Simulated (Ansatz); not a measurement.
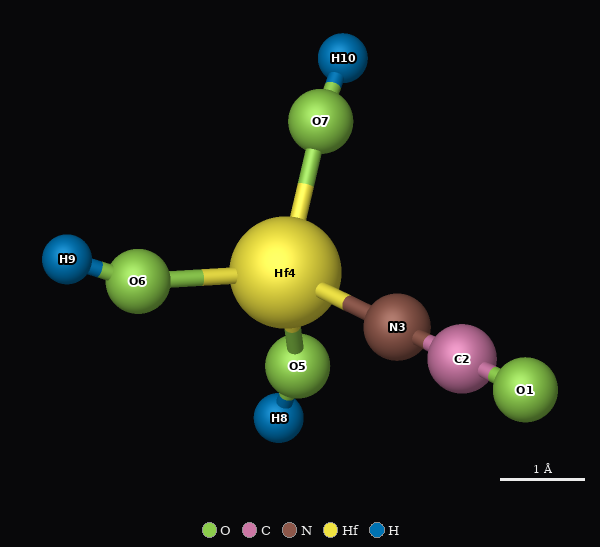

*The starting structure (ball-and-stick view, seen at a tilt; atoms are numbered from 1 in the order of the input). Sticks mark near contacts.*

Bond lengths as drawn: C–N 1.20 Å, C–O 1.17 Å, Hf–N 2.06 Å, Hf–O 1.92 Å and H–O 0.95 Å.

CH3HfNO4: molecular dynamics (part 1 of 2)

- system: CH3HfNO4
- method: RKS revPBE/def2-SVP (Ansatz 0.2.0)

The geometry comes from this level: PBE0-D4/def2-TZVP. Figures and captions count atoms from 1; the log counts them from 0 in places.

Log:
```
Functional definition: revPBE
  name "revPBE"
  cite "Zhang & Yang, Phys. Rev. Lett. 80, 890 (1998) doi:10.1103/PhysRevLett.80.890"
  cite "Perdew, Burke & Ernzerhof, Phys. Rev. Lett. 77, 3865 (1996) doi:10.1103/PhysRevLett.77.3865"
  parameter kappa = 1.245
  parameter beta = 0.06672455060314922
  exchange = pbe_x(kappa = kappa, mu = beta*pi^2/3)
  correlation = pbe_c(beta = beta)
1390 factors; their error is unknown
mean field evaluation 1: about -12044.2891 eV, gradient 1.1e2 eV
mean field evaluation 2: about -11902.5645 eV, gradient 2.7e2 eV
mean field evaluation 4: about -12066.7373 eV, gradient 2.4e1 eV
mean field evaluation 8: about -12067.7807 eV, gradient 5.1e-1 eV
mean field evaluation 16: about -12067.7044 eV, gradient 7.1e-4 eV
mean field -12067.70444082 eV, -443.4799584163 hartree, gradient 4.8e-6 eV, S^2 0.000000; 0 other end points of the search recorded, 0 dependent functions left out
the calculation of the forces begins
reference -12067.70453780 eV, -443.4799619804 hartree; 30, 30 occupied and 101, 101 virtual orbitals, 1390 factors
md step     0: t =     0.00 fs  T =   700.0 K  F+E_penalty+E_count = -12067.70444082 eV  E_kin = 0.723856 eV  conserved = -12066.98058483 eV  (31 SCF iters)
these checks for a lower state are left out or cut short: starts, cluster_reference, orbital_swaps, neighbouring_geometries, increment
1390 factors; their error is unknown
mean field -12067.67138206 eV, -443.4787435292 hartree, gradient 1.5e-5 eV, S^2 0.000000; 0 other end points of the search recorded, 0 dependent functions left out
the calculation of the forces begins
reference -12067.67147892 eV, -443.4787470888 hartree; 30, 30 occupied and 101, 101 virtual orbitals, 1390 factors
md step     1: t =     1.00 fs  T =   670.5 K  F+E_penalty+E_count = -12067.67138206 eV  E_kin = 0.693346 eV  conserved = -12066.97803726 eV  (32 SCF iters)
[... from here on the SCF iterations and repeated set-up lines of each step are left out, up to the last step ...]
md step     2: t =     2.00 fs  T =   594.2 K  F+E_penalty+E_count = -12067.58576914 eV  E_kin = 0.614463 eV  conserved = -12066.97131400 eV  (33 SCF iters)
md step     3: t =     3.00 fs  T =   556.6 K  F+E_penalty+E_count = -12067.54514154 eV  E_kin = 0.575561 eV  conserved = -12066.96961206 eV  (33 SCF iters)
md step     4: t =     4.00 fs  T =   580.7 K  F+E_penalty+E_count = -12067.57528155 eV  E_kin = 0.600533 eV  conserved = -12066.97482693 eV  (33 SCF iters)
md step     5: t =     5.00 fs  T =   597.2 K  F+E_penalty+E_count = -12067.59845056 eV  E_kin = 0.617599 eV  conserved = -12066.98099863 eV  (32 SCF iters)
md step     6: t =     6.00 fs  T =   541.7 K  F+E_penalty+E_count = -12067.53546813 eV  E_kin = 0.560170 eV  conserved = -12066.97552989 eV  (33 SCF iters)
md step     7: t =     7.00 fs  T =   483.3 K  F+E_penalty+E_count = -12067.46795915 eV  E_kin = 0.499803 eV  conserved = -12066.96848903 eV  (33 SCF iters)
md step     8: t =     8.00 fs  T =   490.5 K  F+E_penalty+E_count = -12067.48394745 eV  E_kin = 0.507260 eV  conserved = -12066.97714635 eV  (33 SCF iters)
md step     9: t =     9.00 fs  T =   478.9 K  F+E_penalty+E_count = -12067.47412208 eV  E_kin = 0.495171 eV  conserved = -12066.97956604 eV  (32 SCF iters)
md step    10: t =    10.00 fs  T =   408.5 K  F+E_penalty+E_count = -12067.39463837 eV  E_kin = 0.422444 eV  conserved = -12066.97298112 eV  (33 SCF iters)
md step    11: t =    11.00 fs  T =   354.5 K  F+E_penalty+E_count = -12067.33461396 eV  E_kin = 0.366578 eV  conserved = -12066.96900312 eV  (33 SCF iters)
md step    12: t =    12.00 fs  T =   371.1 K  F+E_penalty+E_count = -12067.35442257 eV  E_kin = 0.383785 eV  conserved = -12066.97181437 eV  (33 SCF iters)
md step    13: t =    13.00 fs  T =   419.4 K  F+E_penalty+E_count = -12067.41109467 eV  E_kin = 0.433727 eV  conserved = -12066.97881004 eV  (33 SCF iters)
md step    14: t =    14.00 fs  T =   415.8 K  F+E_penalty+E_count = -12067.40701537 eV  E_kin = 0.429989 eV  conserved = -12066.97878576 eV  (33 SCF iters)
md step    15: t =    15.00 fs  T =   375.0 K  F+E_penalty+E_count = -12067.35447932 eV  E_kin = 0.387794 eV  conserved = -12066.96877797 eV  (33 SCF iters)
md step    16: t =    16.00 fs  T =   400.6 K  F+E_penalty+E_count = -12067.38400664 eV  E_kin = 0.414224 eV  conserved = -12066.97223950 eV  (33 SCF iters)
md step    17: t =    17.00 fs  T =   459.6 K  F+E_penalty+E_count = -12067.45268890 eV  E_kin = 0.475227 eV  conserved = -12066.98036242 eV  (33 SCF iters)
md step    18: t =    18.00 fs  T =   456.8 K  F+E_penalty+E_count = -12067.44567427 eV  E_kin = 0.472399 eV  conserved = -12066.97668086 eV  (33 SCF iters)
md step    19: t =    19.00 fs  T =   421.1 K  F+E_penalty+E_count = -12067.40280647 eV  E_kin = 0.435482 eV  conserved = -12066.97124701 eV  (33 SCF iters)
md step    20: t =    20.00 fs  T =   422.3 K  F+E_penalty+E_count = -12067.40352607 eV  E_kin = 0.436697 eV  conserved = -12066.97128357 eV  (33 SCF iters)
md step    21: t =    21.00 fs  T =   460.6 K  F+E_penalty+E_count = -12067.44787665 eV  E_kin = 0.476253 eV  conserved = -12066.97667222 eV  (32 SCF iters)
md step    22: t =    22.00 fs  T =   466.4 K  F+E_penalty+E_count = -12067.45706983 eV  E_kin = 0.482278 eV  conserved = -12066.98049885 eV  (32 SCF iters)
md step    23: t =    23.00 fs  T =   407.6 K  F+E_penalty+E_count = -12067.38778953 eV  E_kin = 0.421493 eV  conserved = -12066.97265603 eV  (32 SCF iters)
md step    24: t =    24.00 fs  T =   380.7 K  F+E_penalty+E_count = -12067.35400057 eV  E_kin = 0.393636 eV  conserved = -12066.96734681 eV  (33 SCF iters)
md step    25: t =    25.00 fs  T =   437.3 K  F+E_penalty+E_count = -12067.42215496 eV  E_kin = 0.452225 eV  conserved = -12066.97760004 eV  (33 SCF iters)
md step    26: t =    26.00 fs  T =   470.6 K  F+E_penalty+E_count = -12067.45810806 eV  E_kin = 0.486597 eV  conserved = -12066.97998072 eV  (33 SCF iters)
md step    27: t =    27.00 fs  T =   435.4 K  F+E_penalty+E_count = -12067.41487674 eV  E_kin = 0.450289 eV  conserved = -12066.97388798 eV  (33 SCF iters)
md step    28: t =    28.00 fs  T =   399.9 K  F+E_penalty+E_count = -12067.37387896 eV  E_kin = 0.413530 eV  conserved = -12066.97044996 eV  (33 SCF iters)
md step    29: t =    29.00 fs  T =   411.0 K  F+E_penalty+E_count = -12067.38714164 eV  E_kin = 0.425038 eV  conserved = -12066.97302049 eV  (33 SCF iters)
md step    30: t =    30.00 fs  T =   433.4 K  F+E_penalty+E_count = -12067.41534431 eV  E_kin = 0.448193 eV  conserved = -12066.97895591 eV  (33 SCF iters)
md step    31: t =    31.00 fs  T =   397.8 K  F+E_penalty+E_count = -12067.37678738 eV  E_kin = 0.411332 eV  conserved = -12066.97816933 eV  (33 SCF iters)
md step    32: t =    32.00 fs  T =   329.1 K  F+E_penalty+E_count = -12067.29522000 eV  E_kin = 0.340299 eV  conserved = -12066.96846421 eV  (33 SCF iters)
md step    33: t =    33.00 fs  T =   329.6 K  F+E_penalty+E_count = -12067.29857886 eV  E_kin = 0.340811 eV  conserved = -12066.97210197 eV  (33 SCF iters)
md step    34: t =    34.00 fs  T =   362.9 K  F+E_penalty+E_count = -12067.34050530 eV  E_kin = 0.375253 eV  conserved = -12066.98045753 eV  (33 SCF iters)
md step    35: t =    35.00 fs  T =   331.9 K  F+E_penalty+E_count = -12067.30343465 eV  E_kin = 0.343177 eV  conserved = -12066.97637497 eV  (33 SCF iters)
md step    36: t =    36.00 fs  T =   270.3 K  F+E_penalty+E_count = -12067.23270674 eV  E_kin = 0.279499 eV  conserved = -12066.97014997 eV  (33 SCF iters)
md step    37: t =    37.00 fs  T =   258.1 K  F+E_penalty+E_count = -12067.21893168 eV  E_kin = 0.266888 eV  conserved = -12066.96974674 eV  (33 SCF iters)
md step    38: t =    38.00 fs  T =   301.8 K  F+E_penalty+E_count = -12067.26872412 eV  E_kin = 0.312104 eV  conserved = -12066.97516890 eV  (33 SCF iters)
md step    39: t =    39.00 fs  T =   330.2 K  F+E_penalty+E_count = -12067.30181598 eV  E_kin = 0.341443 eV  conserved = -12066.97991589 eV  (32 SCF iters)
md step    40: t =    40.00 fs  T =   296.9 K  F+E_penalty+E_count = -12067.26001704 eV  E_kin = 0.307018 eV  conserved = -12066.97356680 eV  (33 SCF iters)
md step    41: t =    41.00 fs  T =   281.4 K  F+E_penalty+E_count = -12067.23741169 eV  E_kin = 0.290985 eV  conserved = -12066.96797758 eV  (33 SCF iters)
md step    42: t =    42.00 fs  T =   335.7 K  F+E_penalty+E_count = -12067.30264320 eV  E_kin = 0.347192 eV  conserved = -12066.97809248 eV  (33 SCF iters)
md step    43: t =    43.00 fs  T =   355.8 K  F+E_penalty+E_count = -12067.32453025 eV  E_kin = 0.367952 eV  conserved = -12066.98048402 eV  (33 SCF iters)
md step    44: t =    44.00 fs  T =   299.7 K  F+E_penalty+E_count = -12067.25787485 eV  E_kin = 0.309896 eV  conserved = -12066.97312069 eV  (34 SCF iters)
md step    45: t =    45.00 fs  T =   250.7 K  F+E_penalty+E_count = -12067.20185558 eV  E_kin = 0.259196 eV  conserved = -12066.96887515 eV  (34 SCF iters)
md step    46: t =    46.00 fs  T =   267.6 K  F+E_penalty+E_count = -12067.22114962 eV  E_kin = 0.276722 eV  conserved = -12066.97169299 eV  (34 SCF iters)
md step    47: t =    47.00 fs  T =   312.8 K  F+E_penalty+E_count = -12067.27343011 eV  E_kin = 0.323488 eV  conserved = -12066.97842492 eV  (34 SCF iters)
md step    48: t =    48.00 fs  T =   305.4 K  F+E_penalty+E_count = -12067.26455355 eV  E_kin = 0.315794 eV  conserved = -12066.97857983 eV  (33 SCF iters)
md step    49: t =    49.00 fs  T =   258.7 K  F+E_penalty+E_count = -12067.20514849 eV  E_kin = 0.267550 eV  conserved = -12066.96867551 eV  (34 SCF iters)
these checks for a lower state are left out or cut short: starts, cluster_reference, orbital_swaps, neighbouring_geometries, increment
1390 factors; their error is unknown
mean field evaluation 416: about -12067.2262 eV, gradient 1.3e-5 eV
mean field -12067.22617036 eV, -443.4623823010 hartree, gradient 1.3e-5 eV, S^2 0.000000; 0 other end points of the search recorded, 0 dependent functions left out
the calculation of the forces begins
reference -12067.22626551 eV, -443.4623857978 hartree; 30, 30 occupied and 101, 101 virtual orbitals, 1390 factors
1390 factors; their error is unknown
mean field -12067.22617036 eV, -443.4623823010 hartree, gradient 1.3e-5 eV, S^2 0.000000; 1 other end points of the search recorded, 0 dependent functions left out
the calculation of the forces begins
reference -12067.22626551 eV, -443.4623857978 hartree; 30, 30 occupied and 101, 101 virtual orbitals, 1390 factors
md step    50: t =    50.00 fs  T =   277.3 K  F+E_penalty+E_count = -12067.22617036 eV  E_kin = 0.286725 eV  conserved = -12066.97175717 eV  (34 SCF iters)
```

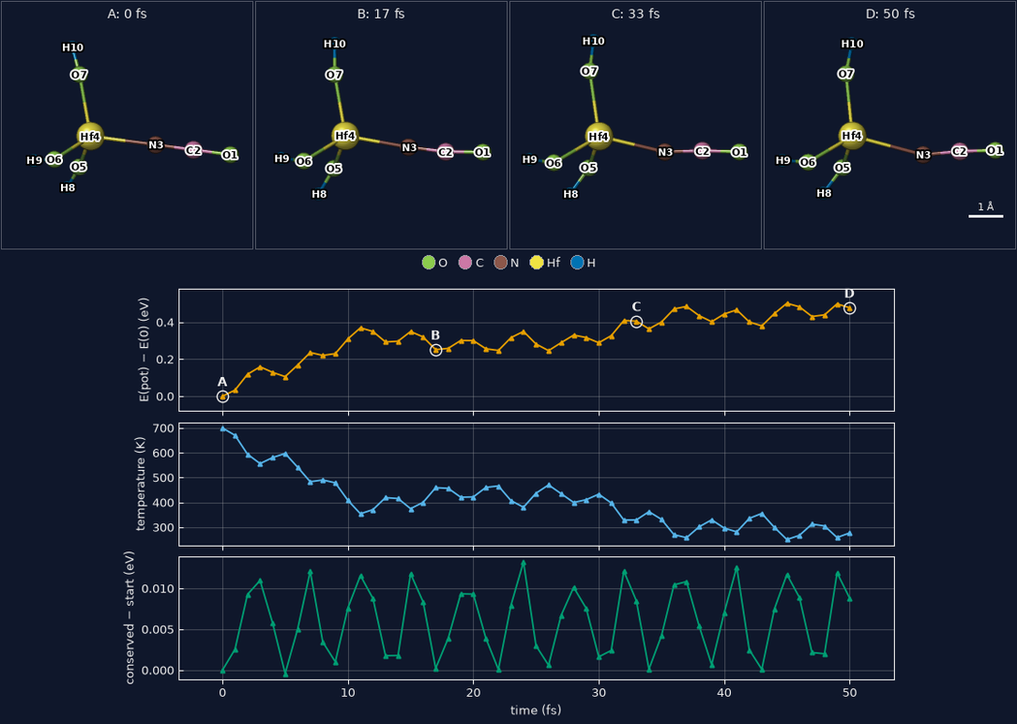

*Frames of the molecular dynamics (ball-and-stick, seen at a tilt) above the curves, on which the letters mark them.*

The trajectory kept here has 51 frames over 50 fs. The temperature starts at 700 K, ranges from 251 to 700 K and averages 336 K over the second half. The potential energy ends 0.478 eV above its first value. The conserved quantity stays within 0.014 eV. After an unweighted best fit of the last frame on the first, the root-mean-square displacement is 0.40 Å, and H8 has moved furthest (0.69 Å).
